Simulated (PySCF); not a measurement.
## Si₂PNH₈O: a changed input and its effect

System: Si₂PNH₈O, SMILES N[Si@@](O)([SiH3])P.
Method of run A: GIAO PBE0/pcSseg-1 NMR shielding, non-relativistic, IEF-PCM dimethylsulfoxide (PySCF 2.14.0).

The geometry comes from this level: PBE0-D3(BJ)/def2-SVP. Text and figures count atoms from 1; the logs count them from 0 in places.

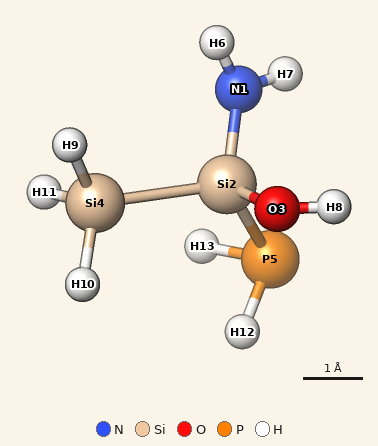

Figure 1. The input geometry (ball-and-stick view, seen at a tilt; atoms are numbered from 1 in the order of the input).

Input, run A:
```
{"job": {"kind": "nmr", "xc": "PBE0", "basis": "pcSseg-1", "solvent": "dimethylsulfoxide", "pop": false}, "charge": 0, "multiplicity": 1}
N      0.108014     1.330270    -1.334326
Si     0.272547     0.408080     0.112790
O      0.433411     1.271575     1.541084
Si    -1.659733    -0.863351     0.423444
P      2.171532    -0.779720    -0.231724
H     -0.730414     1.866221    -1.528226
H      0.913889     1.707877    -1.820610
H      1.207874     1.839802     1.610540
H     -2.878554     0.004962     0.493445
H     -1.568091    -1.663999     1.682968
H     -1.825139    -1.807037    -0.726358
H      1.987817    -1.622327     0.906066
H      1.561640    -1.690522    -1.146943
```

The first line tells a small driver script what to run in PySCF; the rest is the geometry in Å.

Hardware: 1 CPU thread, shared host.

Output (run A):
```
coarse grid: 11984 points
cycle   1  E = -1054.5011341609  dE =  1.712e-01  |g| = 7.636e-01  |ddm| = 3.180e+00
cycle   2  E = -1054.3686122438  dE =  1.325e-01  |g| = 1.134e+00  |ddm| = 1.596e+00
cycle   3  E = -1054.6068062018  dE = -2.382e-01  |g| = 8.302e-02  |ddm| = 1.100e+00
cycle   4  E = -1054.6078140662  dE = -1.008e-03  |g| = 4.666e-02  |ddm| = 1.008e-01
cycle   5  E = -1054.6082355491  dE = -4.215e-04  |g| = 7.854e-03  |ddm| = 3.804e-02
cycle   6  E = -1054.6082497261  dE = -1.418e-05  |g| = 2.222e-03  |ddm| = 1.148e-02
cycle   7  E = -1054.6082507075  dE = -9.814e-07  |g| = 2.205e-04  |ddm| = 3.064e-03
final grid: 100960 points
cycle   8  E = -1054.6425585285  dE = -1.462e-05  |g| = 7.566e-03  |ddm| = 1.776e-02
cycle   9  E = -1054.6425442419  dE =  1.429e-05  |g| = 1.149e-02  |ddm| = 1.407e-02
cycle  10  E = -1054.6425695403  dE = -2.530e-05  |g| = 5.947e-04  |ddm| = 8.350e-03
cycle  11  E = -1054.6425696076  dE = -6.722e-08  |g| = 1.866e-04  |ddm| = 8.170e-04
cycle  12  E = -1054.6425696140  dE = -6.400e-09  |g| = 6.846e-05  |ddm| = 2.214e-04
cycle  13  E = -1054.6425696148  dE = -8.595e-10  |g| = 1.403e-05  |ddm| = 6.216e-05
converged SCF energy = -1054.6425696148

GIAO shielding tensors (ppm)
atom      isotropic    diamagn.    paramagn.     s11        s22        s33       span
  0 N      216.637     320.978    -104.341    188.537    210.027    251.348     62.811
  1 Si     349.762     879.396    -529.633    329.213    334.653    385.421     56.208
  2 O      248.932     391.175    -142.243    212.807    257.524    276.465     63.658
  3 Si     458.145     880.893    -422.748    446.895    458.016    469.523     22.628
  4 P      574.927     968.895    -393.968    508.267    591.610    624.904    116.637
  5 H       29.486      30.946      -1.459     22.704     25.151     40.604     17.900
  6 H       29.417      30.614      -1.197     22.743     26.010     39.500     16.757
  7 H       28.886      30.486      -1.601     21.671     24.045     40.940     19.269
  8 H       27.704      29.259      -1.555     24.425     25.508     33.179      8.755
  9 H       27.851      29.432      -1.581     24.665     25.977     32.912      8.247
 10 H       27.993      29.670      -1.677     24.866     26.354     32.758      7.891
 11 H       29.333      30.458      -1.125     24.717     26.608     36.673     11.956
 12 H       29.324      30.736      -1.411     24.605     26.765     36.603     11.998
```

The input of run B differs as follows (lines with − go, lines with + come):
```diff
-"solvent": "dimethylsulfoxide"
-"pop": false
+"solvent": "acetonitrile"
+"pop": true
```

What does this change do to the results?

The total energy of run B is 0.08 kcal/mol higher: the change of the electrostatic solvation energy at this fixed geometry, without cavity or dispersion terms. Of all shieldings, the largest change is that of O3, by −0.1 ppm. The number of SCF iterations is the same.

Output (run B):
```
coarse grid: 11984 points
cycle   1  E = -1054.5009569580  dE =  1.714e-01  |g| = 7.638e-01  |ddm| = 3.180e+00
cycle   2  E = -1054.3682418760  dE =  1.327e-01  |g| = 1.135e+00  |ddm| = 1.597e+00
cycle   3  E = -1054.6066683217  dE = -2.384e-01  |g| = 8.320e-02  |ddm| = 1.102e+00
cycle   4  E = -1054.6076815448  dE = -1.013e-03  |g| = 4.673e-02  |ddm| = 1.011e-01
cycle   5  E = -1054.6081042468  dE = -4.227e-04  |g| = 7.864e-03  |ddm| = 3.809e-02
cycle   6  E = -1054.6081184606  dE = -1.421e-05  |g| = 2.225e-03  |ddm| = 1.150e-02
cycle   7  E = -1054.6081194450  dE = -9.843e-07  |g| = 2.210e-04  |ddm| = 3.066e-03
final grid: 100960 points
cycle   8  E = -1054.6424280287  dE = -1.462e-05  |g| = 7.567e-03  |ddm| = 1.776e-02
cycle   9  E = -1054.6424137235  dE =  1.431e-05  |g| = 1.149e-02  |ddm| = 1.407e-02
cycle  10  E = -1054.6424390428  dE = -2.532e-05  |g| = 5.952e-04  |ddm| = 8.357e-03
cycle  11  E = -1054.6424391102  dE = -6.736e-08  |g| = 1.868e-04  |ddm| = 8.179e-04
cycle  12  E = -1054.6424391166  dE = -6.427e-09  |g| = 6.842e-05  |ddm| = 2.216e-04
cycle  13  E = -1054.6424391175  dE = -8.486e-10  |g| = 1.404e-05  |ddm| = 6.218e-05
converged SCF energy = -1054.6424391175

GIAO shielding tensors (ppm)
atom      isotropic    diamagn.    paramagn.     s11        s22        s33       span
  0 N      216.642     320.970    -104.328    188.577    210.006    251.342     62.765
  1 Si     349.773     879.396    -529.623    329.239    334.647    385.432     56.194
  2 O      248.875     391.157    -142.282    212.773    257.432    276.420     63.647
  3 Si     458.136     880.891    -422.756    446.865    458.024    469.519     22.654
  4 P      574.896     968.890    -393.994    508.223    591.584    624.881    116.658
  5 H       29.492      30.950      -1.458     22.709     25.159     40.607     17.898
  6 H       29.423      30.619      -1.196     22.749     26.018     39.503     16.754
  7 H       28.896      30.492      -1.596     21.686     24.058     40.944     19.258
  8 H       27.704      29.258      -1.554     24.424     25.508     33.179      8.755
  9 H       27.850      29.430      -1.580     24.663     25.976     32.911      8.248
 10 H       27.993      29.669      -1.676     24.867     26.354     32.758      7.891
 11 H       29.335      30.458      -1.123     24.720     26.610     36.674     11.954
 12 H       29.326      30.735      -1.409     24.608     26.767     36.604     11.996
```

The two runs side by side:

| quantity | run A | run B |
| --- | --- | --- |
| outcome | converged | converged |
| total energy (hartree) | −1054.642570 | −1054.642439 |
| HOMO (eV) | −7.09 | −7.09 |
| LUMO (eV) | 0.16 | 0.16 |
| dipole moment (D) | 2.28 | 2.27 |
| shielding of Si2 (ppm) | 349.8 | 349.8 |
| shielding of O3 (ppm) | 248.9 | 248.9 |
| shielding of Si4 (ppm) | 458.1 | 458.1 |
| shielding of P5 (ppm) | 574.9 | 574.9 |
| shielding of H6 (ppm) | 29.5 | 29.5 |
| shielding of H7 (ppm) | 29.4 | 29.4 |
| shielding of H8 (ppm) | 28.9 | 28.9 |
| SCF iterations | 13 | 13 |
| basis functions | 146 | 146 |
| wall time (shared host) | 13 s | 15 s |
